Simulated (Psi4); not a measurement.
**GaH2O: excited-state calculation**

- system: GaH2O, multiplicity 2, SMILES [O][GaH2]
- method: TDHF/6-311G, UHF (Psi4 1.11)

The run did not end well. The geometry comes from this level: PBE0-D4/def2-TZVP.

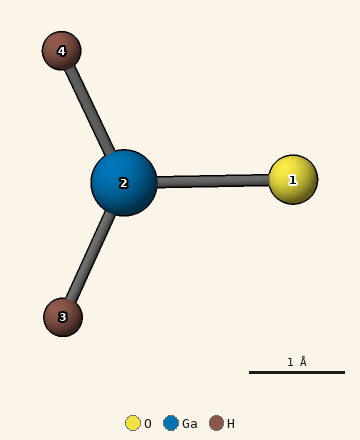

The structure (ball-and-stick view, seen on its broad side; atoms are numbered from 1 in the order of the input). Sticks mark near contacts. Bond lengths as drawn: Ga–H 1.56 Å and Ga–O 1.79 Å.

### The input (run.py)
```python
import psi4

psi4.set_memory('1600 MB')
psi4.set_num_threads(1)
psi4.set_output_file('run.log', False)

molecule = psi4.geometry("""
0 2
O
Ga 1 1.794293
H 2 1.555674 1 114.9213
H 2 1.555771 3 130.15392 1 -179.99401
units angstrom
no_reorient
no_com
""")

psi4.set_options(dict(basis='6-311G', reference='uhf', scf_type='pk', save_jk=True, damping_percentage=40, maxiter=50))

from psi4.driver.procrouting.response.scf_response import tdscf_excitations
e, wfn = psi4.energy('scf', return_wfn=True)
states = tdscf_excitations(wfn, states=10, tda=False)
for k, s in enumerate(states, 1):
    print(f"root {k}: {s['EXCITATION ENERGY'] * 27.211386:.4f} eV  f = {s['OSCILLATOR STRENGTH (LEN)']:.4f}  {s['SYMMETRY']}")
print(f'total energy {e:.8f} hartree = {e * 27.211386:.5f} eV')
```

Run on 1 thread of Intel Xeon @ 2.50GHz (Skylake/Cascade Lake), 16 GiB of memory available, shared host.

Launched with:
```bash
python run.py
```

### The program's output
```
h
    h
    h

    -----------------------------------------------------------------------

    Memory:     1.5 GiB
    Threads:    1
                ecpint, einsums, f̶o̶r̶t̶e̶, gauxc, gcp, g̶d̶m̶a̶, geometric, g̶p̶u̶_̶d̶f̶c̶c̶,
                i̶n̶t̶e̶g̶r̶a̶t̶o̶r̶x̶x̶, i̶p̶i̶, libefp, m̶d̶i̶, m̶p̶2̶d̶, m̶r̶c̶c̶, ooo,
                o̶p̶e̶n̶f̶e̶r̶m̶i̶o̶n̶p̶s̶i̶4̶, pcmsolver, p̶s̶i̶4̶f̶o̶c̶k̶c̶i̶, p̶s̶i̶x̶a̶s̶,
                p̶y̶e̶i̶n̶s̶u̶m̶s̶, r̶e̶s̶p̶, s̶i̶m̶i̶n̶t̶, s̶n̶s̶m̶p̶2̶,
                v̶2̶r̶d̶m̶_̶c̶a̶s̶s̶c̶f̶

   => Loading Basis Set <=

    Name: 6-311G
    Role: ORBITAL
    Keyword: BASIS

         ---------------------------------------------------------
                                   SCF
                              UHF Reference
                        1 Threads,   1525 MiB Core
         ---------------------------------------------------------

  ==> Geometry <==

    Molecular point group: c1
    Full point group: C1

    Geometry (in Angstrom), charge = 0, multiplicity = 2:

       Center              X                  Y                   Z               Mass
    ------------   -----------------  -----------------  -----------------  -----------------
         O           -0.000001441143    -0.000000558139    -1.479370581579    15.994914619570
         GA          -0.000001441143    -0.000000558139     0.314922418421    68.925573500000
         H           -0.000001441143    -1.410821752973     0.970441411648     1.007825032230
         H            0.000122873470     1.410868782396     0.970567972761     1.007825032230

  Running in c1 symmetry.

  Rotational constants: A =      4.20168  B =      0.38541  C =      0.35303 [cm^-1]
  Rotational constants: A = 125963.08525  B =  11554.23027  C =  10583.44171 [MHz]
  Nuclear repulsion =   97.412430699174195

  Charge       = 0
  Multiplicity = 2
  Electrons    = 41
  Nalpha       = 21
  Nbeta        = 20

  ==> Algorithm <==

  SCF Algorithm Type is PK.
  DIIS enabled.
  MOM disabled.
  Fractional occupation disabled.
  Guess Type is SAD.
  Energy threshold   = 1.00e-06
  Density threshold  = 1.00e-06
  Integral threshold = 1.00e-12

  ==> Primary Basis <==

  Basis Set: 6-311G
    Blend: 6-311G
    Number of shells: 30
    Number of basis functions: 58
    Number of Cartesian functions: 60
    Spherical Harmonics?: true
    Max angular momentum: 2

  ==> Integral Setup <==

  Using in-core PK algorithm.
   Calculation information:
      Number of atoms:                   4
      Number of AO shells:              30
      Number of primitives:             59
      Number of atomic orbitals:        60
      Number of basis functions:        58

      Integral cutoff                 1.00e-12
      Number of threads:                 1

  Performing in-core PK
  Using 2929232 doubles for integral storage.
  We computed 98115 shell quartets total.
  Whereas there are 108345 unique shell quartets.

  ==> DiskJK: Disk-Based J/K Matrices <==

    J tasked:                  Yes
    K tasked:                  Yes
    wK tasked:                  No
    Memory [MiB]:             1144
    Schwarz Cutoff:          1E-12

  Minimum eigenvalue in the overlap matrix is 1.5101877448E-02.
  Reciprocal condition number of the overlap matrix is 3.6641641748E-03.
    Using symmetric orthogonalization.

  ==> Pre-Iterations <==

  SCF Guess: Superposition of Atomic Densities via on-the-fly atomic UHF (no occupation information).

   -------------------------
    Irrep   Nso     Nmo
   -------------------------
     A         58      58
   -------------------------
    Total      58      58
   -------------------------

  ==> Iterations <==

                        Total Energy        Delta E     RMS |[F,P]|

   @UHF iter SAD: -1994.42846857771883   -1.99443e+03   0.00000e+00
   @UHF iter   1: -1997.44866129378215   -3.02019e+00   5.49581e-02 ADIIS/DIIS
   @UHF iter   2: -1996.96348023467817    4.85181e-01   6.99695e-02 ADIIS/DIIS/DAMP=40%
   @UHF iter   3: -1988.11758714112739    8.84589e+00   1.24607e-02 ADIIS/DIIS/DAMP=40%
   @UHF iter   4: -1996.73743590269282   -8.61985e+00   1.61943e-02 ADIIS/DIIS/DAMP=40%
   @UHF iter   5: -1997.12447992948955   -3.87044e-01   8.54041e-03 ADIIS/DIIS/DAMP=40%
   @UHF iter   6: -1997.98741139427648   -8.62931e-01   5.25773e-03 ADIIS/DIIS/DAMP=40%
   @UHF iter   7: -1998.57307746886522   -5.85666e-01   3.59291e-03 ADIIS/DIIS/DAMP=40%
   @UHF iter   8: -1998.77797489279305   -2.04897e-01   2.19811e-03 ADIIS/DIIS/DAMP=40%
   @UHF iter   9: -1998.88275123175094   -1.04776e-01   1.00343e-03 ADIIS/DIIS/DAMP=40%
   @UHF iter  10: -1998.95909332012457   -7.63421e-02   1.20113e-04 ADIIS/DIIS/DAMP=40%
   @UHF iter  11: -1999.12373913991178   -1.64646e-01   3.90723e-05 DIIS/DAMP=40%
   @UHF iter  12: -1999.19417789815361   -7.04388e-02   1.71661e-04 ADIIS/DIIS/DAMP=40%
   @UHF iter  13: -1999.19067197381264    3.50592e-03   1.93497e-04 ADIIS/DIIS/DAMP=40%
   @UHF iter  14: -1999.17924617065364    1.14258e-02   1.47927e-04 ADIIS/DIIS/DAMP=40%
   @UHF iter  15: -1999.18056123340489   -1.31506e-03   1.25370e-04 ADIIS/DIIS/DAMP=40%
   @UHF iter  16: -1999.18355979742705   -2.99856e-03   1.16410e-04 ADIIS/DIIS/DAMP=40%
   @UHF iter  17: -1999.18462672197188   -1.06692e-03   1.13042e-04 ADIIS/DIIS/DAMP=40%
   @UHF iter  18: -1999.18071720336548    3.90952e-03   8.50761e-05 DIIS/DAMP=40%
   @UHF iter  19: -1999.17914914358312    1.56806e-03   5.44800e-05 DIIS/DAMP=40%
   @UHF iter  20: -1999.18227870243959   -3.12956e-03   5.06937e-05 DIIS/DAMP=40%
   @UHF iter  21: -1999.18283638656771   -5.57684e-04   4.77585e-05 DIIS/DAMP=40%
   @UHF iter  22: -1999.18608015787822   -3.24377e-03   6.11884e-05 DIIS/DAMP=40%
   @UHF iter  23: -1999.18532484421712    7.55314e-04   6.51579e-05 DIIS/DAMP=40%
   @UHF iter  24: -1999.18564156304956   -3.16719e-04   7.65737e-05 DIIS/DAMP=40%
   @UHF iter  25: -1999.18430398457326    1.33758e-03   5.89699e-05 DIIS/DAMP=40%
   @UHF iter  26: -1999.18420827232490    9.57122e-05   5.96875e-05 DIIS/DAMP=40%
   @UHF iter  27: -1999.18723923531593   -3.03096e-03   9.34754e-05 DIIS/DAMP=40%
   @UHF iter  28: -1999.18597587937961    1.26336e-03   5.98095e-05 DIIS/DAMP=40%
   @UHF iter  29: -1999.18517747306169    7.98406e-04   3.52297e-05 DIIS/DAMP=40%
   @UHF iter  30: -1999.18510464424367    7.28288e-05   5.81588e-05 DIIS/DAMP=40%
   @UHF iter  31: -1999.18516534711807   -6.07029e-05   4.16042e-05 DIIS/DAMP=40%
   @UHF iter  32: -1999.18405998834737    1.10536e-03   3.11238e-05 DIIS/DAMP=40%
   @UHF iter  33: -1999.18539293757772   -1.33295e-03   2.46092e-05 DIIS/DAMP=40%
   @UHF iter  34: -1999.18532796993622    6.49676e-05   3.97523e-05 DIIS/DAMP=40%
   @UHF iter  35: -1999.18502177828441    3.06192e-04   2.83676e-05 DIIS/DAMP=40%
   @UHF iter  36: -1999.18576768548019   -7.45907e-04   4.86869e-05 DIIS/DAMP=40%
   @UHF iter  37: -1999.18589276962553   -1.25084e-04   4.32999e-05 DIIS/DAMP=40%
   @UHF iter  38: -1999.18607778986689   -1.85020e-04   4.56731e-05 DIIS/DAMP=40%
   @UHF iter  39: -1999.18508934606416    9.88444e-04   2.98824e-05 DIIS/DAMP=40%
   @UHF iter  40: -1999.18547534701975   -3.86001e-04   4.97954e-05 DIIS/DAMP=40%
   @UHF iter  41: -1999.18551682600605   -4.14790e-05   7.05229e-05 DIIS/DAMP=40%
   @UHF iter  42: -1999.18592002835203   -4.03202e-04   8.98171e-05 DIIS/DAMP=40%
   @UHF iter  43: -1999.18530291157913    6.17117e-04   7.10444e-05 DIIS/DAMP=40%
   @UHF iter  44: -1999.18530812483436   -5.21326e-06   7.27950e-05 DIIS/DAMP=40%
   @UHF iter  45: -1999.18542602747789   -1.17903e-04   7.92236e-05 DIIS/DAMP=40%
   @UHF iter  46: -1999.18536771783670    5.83096e-05   8.59408e-05 DIIS/DAMP=40%
   @UHF iter  47: -1999.18556290995093   -1.95192e-04   1.09428e-04 ADIIS/DIIS/DAMP=40%
   @UHF iter  48: -1999.18558881662352   -2.59067e-05   1.13766e-04 ADIIS/DIIS/DAMP=40%
   @UHF iter  49: -1999.18547428401348    1.14533e-04   1.13941e-04 ADIIS/DIIS/DAMP=40%
   @UHF iter  50: -1999.18559808346254   -1.23799e-04   1.02251e-04 ADIIS/DIIS/DAMP=40%

PsiException: Could not converge SCF iterations in 50 iterations.

  Failed to converge.
```

### Standard output
```
Traceback (most recent call last):
  [frames left out]
psi4.driver.p4util.exceptions.SCFConvergenceError: Could not converge SCF iterations in 50 iterations.
```

### Outcome

| quantity | value |
| --- | --- |
| outcome | not converged |
| wall time | 3.3 s |
| peak memory | 0.22 GiB |

### What went wrong

Settings chosen away from the usual ones: damping_percentage set to 40. The run did not converge: “psi4.driver.p4util.exceptions.SCFConvergenceError: Could not converge SCF iterations in 50 iterations.” Its last values are not results.
